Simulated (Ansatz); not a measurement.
Molecular dynamics of CH$_{5}$Ga (part 1 of 3)

- system: CH$_{5}$Ga
- method: RHF/def2-TZVP (Ansatz 0.2.0)

It belongs to a series of runs on one base structure; here: dynamics from the highest image of the converged band. Figures and captions count atoms from 1; the log counts them from 0 in places.

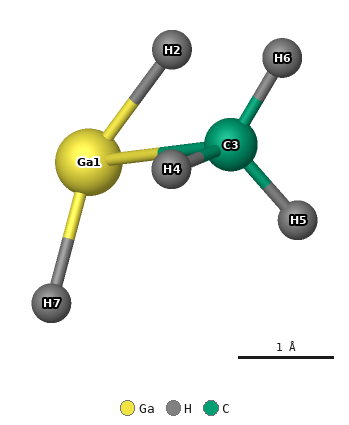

**Figure 1.** The input geometry (ball-and-stick view, seen at a tilt; atoms are numbered from 1 in the order of the input). Sticks mark near contacts. Bond lengths as drawn: C–Ga 2.33 Å, C–H 1.08 Å and Ga–H 1.55 to 1.56 Å.

Results in brief

| quantity | value |
| --- | --- |
| outcome | finished |
| mean temperature over the second half | 2728 K |
| trajectory | 200 steps, 100 fs |
| ensemble | nve |
| temperature in the input | 100.0 K |
| time step | 0.5 fs |
| potential energy (last step) | −53441.5864 eV |
| mean-field energy (last step) | −53441.5864 eV |
| largest force (length of the vector) (last step) | 2.962 eV/Å |
| hardware | 2 threads of Arm Neoverse V1, 24 GiB of memory available, shared host |
| wall time | 2.7 min (CPU time 5.2 min) |
| peak memory | 0.18 GiB |

So short a trajectory is not equilibrated.

The input
```yaml
crystal:
  periodic: [false, false, false]
  atoms:
    - { symbol: Ga, position_ang: [-0.251481, 0.030255, 0.566133] }
    - { symbol: H, position_ang: [0.939665, 0.336983, 1.515783] }
    - { symbol: C, position_ang: [2.048908, 0.020814, 0.214159] }
    - { symbol: H, position_ang: [2.215603, -0.993948, -0.130017] }
    - { symbol: H, position_ang: [2.148735, 0.728547, -0.601477] }
    - { symbol: H, position_ang: [2.757867, 0.261857, 0.99428] }
    - { symbol: H, position_ang: [-0.649198, -0.384606, -0.88166] }
basis:
  gaussian: { orbitals: def2-TZVP }
hamiltonian:
  xc: hf
md:
  timestep: 0.5
  n_steps: 200
  ensemble: nve
  temperature: 100.0
  initial_velocities: maxwell_boltzmann
  seed: 10953
```

Launch command:
```bash
ansatz run input.yaml --threads 2 --pin off --max-ram 3072MiB --backend cpu --events-out ev --progress --plain --runs-dir out
```

The program's output
```
Engine: ansatz 0.2.0, aarch64-unknown-linux-gnu
Functional definition: HF
  exchange = exact_x
  correlation = 0
935 factors; their error is unknown
mean field evaluation 1: about -53435.8851 eV, gradient 3.3e1 eV
mean field evaluation 2: about -53437.8615 eV, gradient 2.4e1 eV
mean field evaluation 4: about -53439.3295 eV, gradient 1.5e0 eV
mean field evaluation 8: about -53439.3389 eV, gradient 5.2e-2 eV
mean field -53440.14534731 eV, -1963.8891184821 hartree, gradient 1.9e-5 eV, S^2 0.000000; 0 other end points of the search recorded, 0 dependent functions left out
the calculation of the forces begins
reference -53440.14534731 eV, -1963.8891184821 hartree; 21, 21 occupied and 88, 88 virtual orbitals, 935 factors
md step     0: t =     0.00 fs  T =   100.0 K  F+E_penalty+E_count = -53440.14534731 eV  E_kin = 0.064630 eV  conserved = -53440.08071731 eV  (35 SCF iters)
these checks for a lower state are left out or cut short: starts, cluster_reference, orbital_swaps, neighbouring_geometries, increment
935 factors; their error is unknown
mean field evaluation 16: about -53439.3364 eV, gradient 7.0e-1 eV
mean field -53440.14401576 eV, -1963.8890695487 hartree, gradient 1.3e-5 eV, S^2 0.000000; 0 other end points of the search recorded, 0 dependent functions left out
the calculation of the forces begins
reference -53440.14401576 eV, -1963.8890695487 hartree; 21, 21 occupied and 88, 88 virtual orbitals, 935 factors
md step     1: t =     0.50 fs  T =    98.0 K  F+E_penalty+E_count = -53440.14401576 eV  E_kin = 0.063317 eV  conserved = -53440.08069833 eV  (34 SCF iters)
[... from here on the SCF iterations and repeated set-up lines of each step are left out, up to the last step ...]
md step     2: t =     1.00 fs  T =    92.3 K  F+E_penalty+E_count = -53440.14031359 eV  E_kin = 0.059677 eV  conserved = -53440.08063658 eV  (33 SCF iters)
md step     3: t =     1.50 fs  T =    84.6 K  F+E_penalty+E_count = -53440.13522708 eV  E_kin = 0.054680 eV  conserved = -53440.08054737 eV  (34 SCF iters)
md step     4: t =     2.00 fs  T =    76.9 K  F+E_penalty+E_count = -53440.13016991 eV  E_kin = 0.049716 eV  conserved = -53440.08045371 eV  (33 SCF iters)
md step     5: t =     2.50 fs  T =    71.6 K  F+E_penalty+E_count = -53440.12662466 eV  E_kin = 0.046246 eV  conserved = -53440.08037827 eV  (33 SCF iters)
md step     6: t =     3.00 fs  T =    70.3 K  F+E_penalty+E_count = -53440.12579096 eV  E_kin = 0.045456 eV  conserved = -53440.08033519 eV  (33 SCF iters)
md step     7: t =     3.50 fs  T =    74.3 K  F+E_penalty+E_count = -53440.12836637 eV  E_kin = 0.048041 eV  conserved = -53440.08032523 eV  (33 SCF iters)
md step     8: t =     4.00 fs  T =    83.9 K  F+E_penalty+E_count = -53440.13453426 eV  E_kin = 0.054198 eV  conserved = -53440.08033655 eV  (33 SCF iters)
md step     9: t =     4.50 fs  T =    98.7 K  F+E_penalty+E_count = -53440.14414738 eV  E_kin = 0.063797 eV  conserved = -53440.08035022 eV  (33 SCF iters)
md step    10: t =     5.00 fs  T =   118.6 K  F+E_penalty+E_count = -53440.15702350 eV  E_kin = 0.076676 eV  conserved = -53440.08034748 eV  (33 SCF iters)
md step    11: t =     5.50 fs  T =   143.8 K  F+E_penalty+E_count = -53440.17324216 eV  E_kin = 0.092927 eV  conserved = -53440.08031532 eV  (33 SCF iters)
md step    12: t =     6.00 fs  T =   175.0 K  F+E_penalty+E_count = -53440.19335401 eV  E_kin = 0.113105 eV  conserved = -53440.08024914 eV  (33 SCF iters)
md step    13: t =     6.50 fs  T =   214.0 K  F+E_penalty+E_count = -53440.21846178 eV  E_kin = 0.138310 eV  conserved = -53440.08015221 eV  (32 SCF iters)
md step    14: t =     7.00 fs  T =   263.3 K  F+E_penalty+E_count = -53440.25017976 eV  E_kin = 0.170146 eV  conserved = -53440.08003338 eV  (32 SCF iters)
md step    15: t =     7.50 fs  T =   325.9 K  F+E_penalty+E_count = -53440.29050598 eV  E_kin = 0.210601 eV  conserved = -53440.07990474 eV  (32 SCF iters)
md step    16: t =     8.00 fs  T =   405.2 K  F+E_penalty+E_count = -53440.34164695 eV  E_kin = 0.261867 eV  conserved = -53440.07977969 eV  (33 SCF iters)
md step    17: t =     8.50 fs  T =   504.6 K  F+E_penalty+E_count = -53440.40582627 eV  E_kin = 0.326154 eV  conserved = -53440.07967191 eV  (33 SCF iters)
md step    18: t =     9.00 fs  T =   627.4 K  F+E_penalty+E_count = -53440.48509306 eV  E_kin = 0.405498 eV  conserved = -53440.07959517 eV  (32 SCF iters)
md step    19: t =     9.50 fs  T =   776.1 K  F+E_penalty+E_count = -53440.58113296 eV  E_kin = 0.501569 eV  conserved = -53440.07956367 eV  (33 SCF iters)
md step    20: t =    10.00 fs  T =   952.3 K  F+E_penalty+E_count = -53440.69507612 eV  E_kin = 0.615485 eV  conserved = -53440.07959116 eV  (32 SCF iters)
md step    21: t =    10.50 fs  T =  1156.8 K  F+E_penalty+E_count = -53440.82730180 eV  E_kin = 0.747612 eV  conserved = -53440.07969022 eV  (56 SCF iters)
md step    22: t =    11.00 fs  T =  1388.5 K  F+E_penalty+E_count = -53440.97724686 eV  E_kin = 0.897377 eV  conserved = -53440.07987016 eV  (32 SCF iters)
md step    23: t =    11.50 fs  T =  1644.9 K  F+E_penalty+E_count = -53441.14324357 eV  E_kin = 1.063109 eV  conserved = -53440.08013443 eV  (32 SCF iters)
md step    24: t =    12.00 fs  T =  1921.6 K  F+E_penalty+E_count = -53441.32242482 eV  E_kin = 1.241947 eV  conserved = -53440.08047825 eV  (32 SCF iters)
md step    25: t =    12.50 fs  T =  2212.4 K  F+E_penalty+E_count = -53441.51073992 eV  E_kin = 1.429853 eV  conserved = -53440.08088703 eV  (31 SCF iters)
md step    26: t =    13.00 fs  T =  2509.3 K  F+E_penalty+E_count = -53441.70311722 eV  E_kin = 1.621781 eV  conserved = -53440.08133625 eV  (31 SCF iters)
md step    27: t =    13.50 fs  T =  2803.6 K  F+E_penalty+E_count = -53441.89378830 eV  E_kin = 1.811995 eV  conserved = -53440.08179320 eV  (30 SCF iters)
md step    28: t =    14.00 fs  T =  3086.1 K  F+E_penalty+E_count = -53442.07675532 eV  E_kin = 1.994534 eV  conserved = -53440.08222114 eV  (30 SCF iters)
md step    29: t =    14.50 fs  T =  3347.9 K  F+E_penalty+E_count = -53442.24634088 eV  E_kin = 2.163756 eV  conserved = -53440.08258522 eV  (29 SCF iters)
md step    30: t =    15.00 fs  T =  3581.7 K  F+E_penalty+E_count = -53442.39772513 eV  E_kin = 2.314866 eV  conserved = -53440.08285894 eV  (29 SCF iters)
md step    31: t =    15.50 fs  T =  3782.0 K  F+E_penalty+E_count = -53442.52736363 eV  E_kin = 2.444335 eV  conserved = -53440.08302913 eV  (29 SCF iters)
md step    32: t =    16.00 fs  T =  3945.7 K  F+E_penalty+E_count = -53442.63320205 eV  E_kin = 2.550104 eV  conserved = -53440.08309816 eV  (29 SCF iters)
md step    33: t =    16.50 fs  T =  4071.7 K  F+E_penalty+E_count = -53442.71465204 eV  E_kin = 2.631570 eV  conserved = -53440.08308191 eV  (30 SCF iters)
md step    34: t =    17.00 fs  T =  4161.1 K  F+E_penalty+E_count = -53442.77235439 eV  E_kin = 2.689349 eV  conserved = -53440.08300539 eV  (30 SCF iters)
md step    35: t =    17.50 fs  T =  4216.2 K  F+E_penalty+E_count = -53442.80780102 eV  E_kin = 2.724905 eV  conserved = -53440.08289617 eV  (28 SCF iters)
md step    36: t =    18.00 fs  T =  4239.7 K  F+E_penalty+E_count = -53442.82291389 eV  E_kin = 2.740135 eV  conserved = -53440.08277910 eV  (29 SCF iters)
md step    37: t =    18.50 fs  T =  4234.9 K  F+E_penalty+E_count = -53442.81967055 eV  E_kin = 2.736999 eV  conserved = -53440.08267143 eV  (29 SCF iters)
md step    38: t =    19.00 fs  T =  4204.3 K  F+E_penalty+E_count = -53442.79984561 eV  E_kin = 2.717265 eV  conserved = -53440.08258110 eV  (29 SCF iters)
md step    39: t =    19.50 fs  T =  4150.4 K  F+E_penalty+E_count = -53442.76489981 eV  E_kin = 2.682393 eV  conserved = -53440.08250651 eV  (29 SCF iters)
md step    40: t =    20.00 fs  T =  4074.9 K  F+E_penalty+E_count = -53442.71601698 eV  E_kin = 2.633578 eV  conserved = -53440.08243906 eV  (29 SCF iters)
md step    41: t =    20.50 fs  T =  3979.4 K  F+E_penalty+E_count = -53442.65425411 eV  E_kin = 2.571888 eV  conserved = -53440.08236638 eV  (29 SCF iters)
md step    42: t =    21.00 fs  T =  3865.8 K  F+E_penalty+E_count = -53442.58074644 eV  E_kin = 2.498470 eV  conserved = -53440.08227691 eV  (29 SCF iters)
md step    43: t =    21.50 fs  T =  3736.2 K  F+E_penalty+E_count = -53442.49689260 eV  E_kin = 2.414727 eV  conserved = -53440.08216576 eV  (29 SCF iters)
md step    44: t =    22.00 fs  T =  3593.4 K  F+E_penalty+E_count = -53442.40444126 eV  E_kin = 2.322404 eV  conserved = -53440.08203685 eV  (29 SCF iters)
md step    45: t =    22.50 fs  T =  3440.4 K  F+E_penalty+E_count = -53442.30543253 eV  E_kin = 2.223529 eV  conserved = -53440.08190335 eV  (29 SCF iters)
md step    46: t =    23.00 fs  T =  3280.5 K  F+E_penalty+E_count = -53442.20199562 eV  E_kin = 2.120212 eV  conserved = -53440.08178370 eV  (29 SCF iters)
md step    47: t =    23.50 fs  T =  3116.8 K  F+E_penalty+E_count = -53442.09607162 eV  E_kin = 2.014379 eV  conserved = -53440.08169292 eV  (29 SCF iters)
md step    48: t =    24.00 fs  T =  2951.5 K  F+E_penalty+E_count = -53441.98918510 eV  E_kin = 1.907550 eV  conserved = -53440.08163513 eV  (29 SCF iters)
md step    49: t =    24.50 fs  T =  2786.3 K  F+E_penalty+E_count = -53441.88238517 eV  E_kin = 1.800786 eV  conserved = -53440.08159910 eV  (29 SCF iters)
md step    50: t =    25.00 fs  T =  2622.4 K  F+E_penalty+E_count = -53441.77641955 eV  E_kin = 1.694859 eV  conserved = -53440.08156076 eV  (29 SCF iters)
md step    51: t =    25.50 fs  T =  2461.1 K  F+E_penalty+E_count = -53441.67210320 eV  E_kin = 1.590612 eV  conserved = -53440.08149088 eV  (30 SCF iters)
md step    52: t =    26.00 fs  T =  2304.5 K  F+E_penalty+E_count = -53441.57075905 eV  E_kin = 1.489393 eV  conserved = -53440.08136616 eV  (31 SCF iters)
md step    53: t =    26.50 fs  T =  2156.0 K  F+E_penalty+E_count = -53441.47457092 eV  E_kin = 1.393394 eV  conserved = -53440.08117686 eV  (31 SCF iters)
md step    54: t =    27.00 fs  T =  2020.4 K  F+E_penalty+E_count = -53441.38672532 eV  E_kin = 1.305795 eV  conserved = -53440.08093044 eV  (31 SCF iters)
md step    55: t =    27.50 fs  T =  1904.1 K  F+E_penalty+E_count = -53441.31128910 eV  E_kin = 1.230639 eV  conserved = -53440.08065001 eV  (31 SCF iters)
md step    56: t =    28.00 fs  T =  1814.1 K  F+E_penalty+E_count = -53441.25284820 eV  E_kin = 1.172479 eV  conserved = -53440.08036922 eV  (31 SCF iters)
md step    57: t =    28.50 fs  T =  1757.5 K  F+E_penalty+E_count = -53441.21598868 eV  E_kin = 1.135863 eV  conserved = -53440.08012547 eV  (31 SCF iters)
md step    58: t =    29.00 fs  T =  1740.3 K  F+E_penalty+E_count = -53441.20472539 eV  E_kin = 1.124772 eV  conserved = -53440.07995337 eV  (32 SCF iters)
md step    59: t =    29.50 fs  T =  1767.1 K  F+E_penalty+E_count = -53441.22197693 eV  E_kin = 1.142096 eV  conserved = -53440.07988105 eV  (56 SCF iters)
md step    60: t =    30.00 fs  T =  1840.0 K  F+E_penalty+E_count = -53441.26914920 eV  E_kin = 1.189220 eV  conserved = -53440.07992938 eV  (32 SCF iters)
md step    61: t =    30.50 fs  T =  1958.4 K  F+E_penalty+E_count = -53441.34584112 eV  E_kin = 1.265728 eV  conserved = -53440.08011335 eV  (32 SCF iters)
md step    62: t =    31.00 fs  T =  2118.5 K  F+E_penalty+E_count = -53441.44965201 eV  E_kin = 1.369208 eV  conserved = -53440.08044380 eV  (31 SCF iters)
md step    63: t =    31.50 fs  T =  2313.4 K  F+E_penalty+E_count = -53441.57607856 eV  E_kin = 1.495156 eV  conserved = -53440.08092212 eV  (31 SCF iters)
md step    64: t =    32.00 fs  T =  2533.0 K  F+E_penalty+E_count = -53441.71857945 eV  E_kin = 1.637055 eV  conserved = -53440.08152484 eV  (31 SCF iters)
md step    65: t =    32.50 fs  T =  2764.7 K  F+E_penalty+E_count = -53441.86902262 eV  E_kin = 1.786842 eV  conserved = -53440.08218021 eV  (31 SCF iters)
md step    66: t =    33.00 fs  T =  2995.6 K  F+E_penalty+E_count = -53442.01881290 eV  E_kin = 1.936059 eV  conserved = -53440.08275411 eV  (30 SCF iters)
md step    67: t =    33.50 fs  T =  3214.8 K  F+E_penalty+E_count = -53442.16082310 eV  E_kin = 2.077743 eV  conserved = -53440.08307983 eV  (30 SCF iters)
md step    68: t =    34.00 fs  T =  3417.3 K  F+E_penalty+E_count = -53442.29164052 eV  E_kin = 2.208591 eV  conserved = -53440.08304913 eV  (30 SCF iters)
md step    69: t =    34.50 fs  T =  3605.3 K  F+E_penalty+E_count = -53442.41280775 eV  E_kin = 2.330074 eV  conserved = -53440.08273407 eV  (29 SCF iters)
md step    70: t =    35.00 fs  T =  3786.2 K  F+E_penalty+E_count = -53442.52943959 eV  E_kin = 2.447009 eV  conserved = -53440.08243088 eV  (29 SCF iters)
md step    71: t =    35.50 fs  T =  3966.1 K  F+E_penalty+E_count = -53442.64580366 eV  E_kin = 2.563284 eV  conserved = -53440.08251961 eV  (28 SCF iters)
md step    72: t =    36.00 fs  T =  4141.7 K  F+E_penalty+E_count = -53442.75998727 eV  E_kin = 2.676799 eV  conserved = -53440.08318836 eV  (28 SCF iters)
md step    73: t =    36.50 fs  T =  4297.1 K  F+E_penalty+E_count = -53442.86145704 eV  E_kin = 2.777200 eV  conserved = -53440.08425740 eV  (28 SCF iters)
md step    74: t =    37.00 fs  T =  4407.4 K  F+E_penalty+E_count = -53442.93379060 eV  E_kin = 2.848500 eV  conserved = -53440.08529069 eV  (28 SCF iters)
md step    75: t =    37.50 fs  T =  4448.5 K  F+E_penalty+E_count = -53442.96097583 eV  E_kin = 2.875090 eV  conserved = -53440.08588594 eV  (28 SCF iters)
md step    76: t =    38.00 fs  T =  4405.7 K  F+E_penalty+E_count = -53442.93326324 eV  E_kin = 2.847381 eV  conserved = -53440.08588203 eV  (28 SCF iters)
md step    77: t =    38.50 fs  T =  4277.1 K  F+E_penalty+E_count = -53442.84964350 eV  E_kin = 2.764281 eV  conserved = -53440.08536277 eV  (28 SCF iters)
md step    78: t =    39.00 fs  T =  4072.8 K  F+E_penalty+E_count = -53442.71679715 eV  E_kin = 2.632261 eV  conserved = -53440.08453639 eV  (28 SCF iters)
md step    79: t =    39.50 fs  T =  3810.2 K  F+E_penalty+E_count = -53442.54615515 eV  E_kin = 2.462541 eV  conserved = -53440.08361439 eV  (28 SCF iters)
md step    80: t =    40.00 fs  T =  3509.3 K  F+E_penalty+E_count = -53442.35081208 eV  E_kin = 2.268065 eV  conserved = -53440.08274664 eV  (29 SCF iters)
md step    81: t =    40.50 fs  T =  3189.3 K  F+E_penalty+E_count = -53442.14327764 eV  E_kin = 2.061269 eV  conserved = -53440.08200910 eV  (29 SCF iters)
md step    82: t =    41.00 fs  T =  2866.9 K  F+E_penalty+E_count = -53441.93429838 eV  E_kin = 1.852880 eV  conserved = -53440.08141868 eV  (29 SCF iters)
md step    83: t =    41.50 fs  T =  2555.5 K  F+E_penalty+E_count = -53441.73255788 eV  E_kin = 1.651601 eV  conserved = -53440.08095722 eV  (29 SCF iters)
md step    84: t =    42.00 fs  T =  2265.7 K  F+E_penalty+E_count = -53441.54491505 eV  E_kin = 1.464322 eV  conserved = -53440.08059320 eV  (29 SCF iters)
md step    85: t =    42.50 fs  T =  2006.1 K  F+E_penalty+E_count = -53441.37684630 eV  E_kin = 1.296546 eV  conserved = -53440.08029981 eV  (29 SCF iters)
md step    86: t =    43.00 fs  T =  1783.6 K  F+E_penalty+E_count = -53441.23282161 eV  E_kin = 1.152756 eV  conserved = -53440.08006539 eV  (29 SCF iters)
md step    87: t =    43.50 fs  T =  1603.8 K  F+E_penalty+E_count = -53441.11645439 eV  E_kin = 1.036559 eV  conserved = -53440.07989495 eV  (29 SCF iters)
md step    88: t =    44.00 fs  T =  1470.8 K  F+E_penalty+E_count = -53441.03040134 eV  E_kin = 0.950598 eV  conserved = -53440.07980362 eV  (29 SCF iters)
md step    89: t =    44.50 fs  T =  1386.8 K  F+E_penalty+E_count = -53440.97611917 eV  E_kin = 0.896315 eV  conserved = -53440.07980367 eV  (29 SCF iters)
md step    90: t =    45.00 fs  T =  1352.0 K  F+E_penalty+E_count = -53440.95366599 eV  E_kin = 0.873771 eV  conserved = -53440.07989463 eV  (29 SCF iters)
md step    91: t =    45.50 fs  T =  1364.1 K  F+E_penalty+E_count = -53440.96170269 eV  E_kin = 0.881641 eV  conserved = -53440.08006138 eV  (29 SCF iters)
md step    92: t =    46.00 fs  T =  1419.5 K  F+E_penalty+E_count = -53440.99772524 eV  E_kin = 0.917443 eV  conserved = -53440.08028219 eV  (29 SCF iters)
md step    93: t =    46.50 fs  T =  1513.0 K  F+E_penalty+E_count = -53441.05840696 eV  E_kin = 0.977863 eV  conserved = -53440.08054347 eV  (29 SCF iters)
md step    94: t =    47.00 fs  T =  1638.5 K  F+E_penalty+E_count = -53441.13983856 eV  E_kin = 1.058986 eV  conserved = -53440.08085215 eV  (29 SCF iters)
md step    95: t =    47.50 fs  T =  1789.0 K  F+E_penalty+E_count = -53441.23748045 eV  E_kin = 1.156241 eV  conserved = -53440.08123993 eV  (30 SCF iters)
md step    96: t =    48.00 fs  T =  1955.8 K  F+E_penalty+E_count = -53441.34576539 eV  E_kin = 1.264009 eV  conserved = -53440.08175669 eV  (30 SCF iters)
md step    97: t =    48.50 fs  T =  2127.5 K  F+E_penalty+E_count = -53441.45746276 eV  E_kin = 1.375012 eV  conserved = -53440.08245114 eV  (30 SCF iters)
md step    98: t =    49.00 fs  T =  2289.6 K  F+E_penalty+E_count = -53441.56310428 eV  E_kin = 1.479766 eV  conserved = -53440.08333800 eV  (53 SCF iters)
md step    99: t =    49.50 fs  T =  2424.0 K  F+E_penalty+E_count = -53441.65096079 eV  E_kin = 1.566606 eV  conserved = -53440.08435440 eV  (29 SCF iters)
md step   100: t =    50.00 fs  T =  2511.1 K  F+E_penalty+E_count = -53441.70820642 eV  E_kin = 1.622893 eV  conserved = -53440.08531345 eV  (30 SCF iters)
md step   101: t =    50.50 fs  T =  2534.4 K  F+E_penalty+E_count = -53441.72387998 eV  E_kin = 1.637993 eV  conserved = -53440.08588733 eV  (29 SCF iters)
md step   102: t =    51.00 fs  T =  2488.1 K  F+E_penalty+E_count = -53441.69374976 eV  E_kin = 1.608074 eV  conserved = -53440.08567546 eV  (29 SCF iters)
md step   103: t =    51.50 fs  T =  2385.2 K  F+E_penalty+E_count = -53441.62593955 eV  E_kin = 1.541545 eV  conserved = -53440.08439418 eV  (29 SCF iters)
md step   104: t =    52.00 fs  T =  2262.7 K  F+E_penalty+E_count = -53441.54451019 eV  E_kin = 1.462378 eV  conserved = -53440.08213233 eV  (29 SCF iters)
```
